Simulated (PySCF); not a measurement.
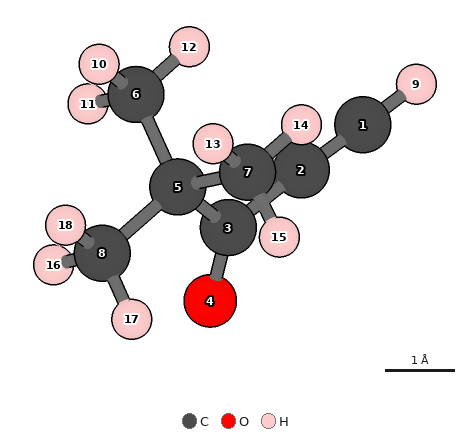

Figure 1. The input geometry (ball-and-stick view, seen at a tilt; atoms are numbered from 1 in the order of the input). Bond lengths as drawn: C–C 1.20 to 1.53 Å, C–H 1.05 to 1.09 Å and C–O 1.21 Å.

# Run report: C₇H₁₀O, NMR shielding calculation

System: C₇H₁₀O (4,4-dimethyl-1-pentyne-3-one).
Method: GIAO HSE06/6-31G NMR shielding, non-relativistic, IEF-PCM dimethylsulfoxide (PySCF 2.14.0).

The geometry comes from this level: GFN2-xTB. It belongs to a series of runs on one base structure; here: solvent dimethylsulfoxide; HSE06/6-31G. Figures and captions count atoms from 1; the log counts them from 0 in places.

### The program's output
```
coarse grid: 14888 points
cycle   1  E = -347.3591931748  dE =  1.098e+00  |g| = 8.257e-01  |ddm| = 4.351e+00
cycle   2  E = -346.9806971456  dE =  3.785e-01  |g| = 1.589e+00  |ddm| = 3.632e+00
cycle   3  E = -347.4968261127  dE = -5.161e-01  |g| = 2.274e-01  |ddm| = 2.695e+00
cycle   4  E = -347.5095393940  dE = -1.271e-02  |g| = 5.038e-02  |ddm| = 3.449e-01
cycle   5  E = -347.5099591368  dE = -4.197e-04  |g| = 2.845e-02  |ddm| = 7.204e-02
cycle   6  E = -347.5101505868  dE = -1.915e-04  |g| = 9.469e-03  |ddm| = 3.044e-02
cycle   7  E = -347.5101741392  dE = -2.355e-05  |g| = 1.490e-03  |ddm| = 1.196e-02
cycle   8  E = -347.5101745855  dE = -4.464e-07  |g| = 4.727e-04  |ddm| = 2.250e-03
final grid: 143384 points
cycle   9  E = -347.4412549073  dE = -4.812e-05  |g| = 6.140e-03  |ddm| = 5.911e-02
cycle  10  E = -347.4412514347  dE =  3.473e-06  |g| = 7.121e-03  |ddm| = 1.483e-02
cycle  11  E = -347.4412647079  dE = -1.327e-05  |g| = 1.508e-03  |ddm| = 9.187e-03
cycle  12  E = -347.4412652039  dE = -4.960e-07  |g| = 3.053e-04  |ddm| = 1.970e-03
cycle  13  E = -347.4412652256  dE = -2.164e-08  |g| = 6.891e-05  |ddm| = 4.027e-04
cycle  14  E = -347.4412652268  dE = -1.185e-09  |g| = 2.600e-05  |ddm| = 9.951e-05
cycle  15  E = -347.4412652349  dE = -8.125e-09  |g| = 1.198e-05  |ddm| = 4.169e-05
cycle  16  E = -347.4412652349  dE = -3.513e-11  |g| = 3.177e-06  |ddm| = 1.697e-05
```

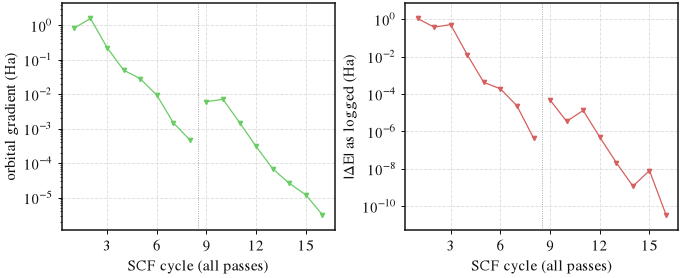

Figure 2. Convergence of the self-consistent field: orbital gradient and size of the energy change against the SCF cycle. The dotted line marks the change from a coarse to the final integration grid. The first 8 cycles use a coarse grid, the final grid takes over at cycle 9, and the field converges after 16 cycles in all.

```
converged SCF energy = -347.4412652349

GIAO shielding tensors (ppm)
atom      isotropic    diamagn.    paramagn.     s11        s22        s33       span
  0 C      115.030     286.499    -171.469     65.143     66.543    213.404    148.261
  1 C      123.515     262.079    -138.564     34.966     43.472    292.108    257.142
  2 C        5.099     244.871    -239.772    -98.408      6.154    107.550    205.957
  3 O     -280.882     387.034    -667.915   -853.481   -377.497    388.334   1241.815
  4 C      151.922     240.475     -88.554    126.145    153.489    176.131     49.985
  5 C      173.432     247.744     -74.312    156.394    165.811    198.092     41.699
  6 C      173.443     247.735     -74.292    156.431    165.789    198.108     41.676
  7 C      176.327     246.421     -70.094    163.857    169.711    195.412     31.556
  8 H       29.479      29.727      -0.248     25.660     26.362     36.414     10.753
  9 H       31.549      31.235       0.313     27.997     29.409     37.239      9.242
 10 H       31.733      30.704       1.029     27.679     29.300     38.222     10.543
 11 H       31.023      31.549      -0.526     26.736     30.310     36.023      9.286
 12 H       31.548      31.232       0.316     27.999     29.407     37.238      9.239
 13 H       31.025      31.538      -0.513     26.738     30.310     36.026      9.288
 14 H       31.733      30.698       1.035     27.679     29.297     38.224     10.545
 15 H       31.681      30.537       1.145     28.048     28.884     38.111     10.063
 16 H       31.676      30.533       1.143     28.045     28.878     38.106     10.061
 17 H       31.938      30.744       1.194     28.125     30.148     37.539      9.414
```

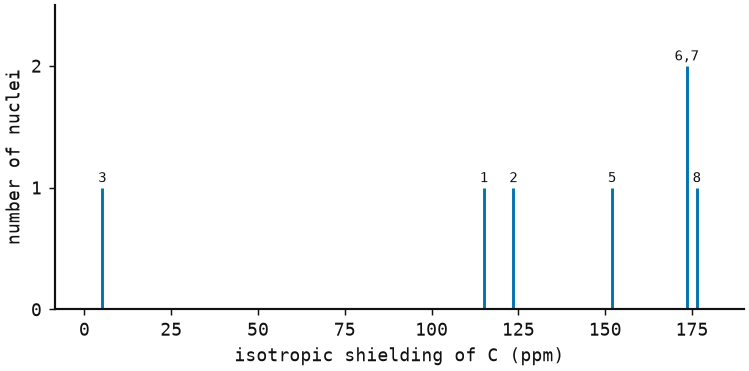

Figure 3. Isotropic shieldings of the carbon nuclei in this fixed geometry, labelled by atom number; shielding grows to the right, so chemical shift grows to the left. The least shielded is C3 (5.1 ppm), the most shielded C8 (176.3 ppm).

This output came from the following input.

### Input file
```
{"job": {"kind": "nmr", "xc": "HSE06", "basis": "6-31G", "solvent": "dimethylsulfoxide", "pop": false}, "charge": 0, "multiplicity": 1}
C      2.887225     0.819558    -0.955319
C      1.981798     0.652700    -0.183924
C      0.936118     0.477133     0.793271
O      1.097111     0.754856     1.956202
C     -0.361156    -0.083499     0.214583
C     -0.058037    -1.448088    -0.415007
C     -0.869627     0.886498    -0.858186
C     -1.392401    -0.229714     1.331746
H      3.667966     0.958463    -1.644766
H     -0.969791    -1.872926    -0.829438
H      0.334013    -2.135430     0.331945
H      0.674018    -1.351907    -1.213997
H     -1.799494     0.512589    -1.281406
H     -0.142007     0.992891    -1.659972
H     -1.057314     1.868454    -0.428344
H     -1.022731    -0.901058     2.103408
H     -1.591821     0.734989     1.792834
H     -2.322628    -0.629190     0.934713
```

The first line tells a small driver script what to run in PySCF; the rest is the geometry in Å.

Command:
```bash
OMP_NUM_THREADS=1 python <driver script> task.json out
```

### Results in brief

```tsv
quantity	value
outcome	converged
total energy	−347.441265 hartree
HOMO	−7.20 eV
LUMO	−1.90 eV
dipole moment	4.05 D
isotropic shielding, C	5.1 to 176.3 ppm
isotropic shielding, O	−280.9 ppm
isotropic shielding, H	29.5 to 31.9 ppm
hardware	1 CPU thread, shared host
wall time	26 s
peak memory	0.63 GiB
```

Settings chosen away from the usual ones: solvent dimethylsulfoxide; HSE06/6-31G.
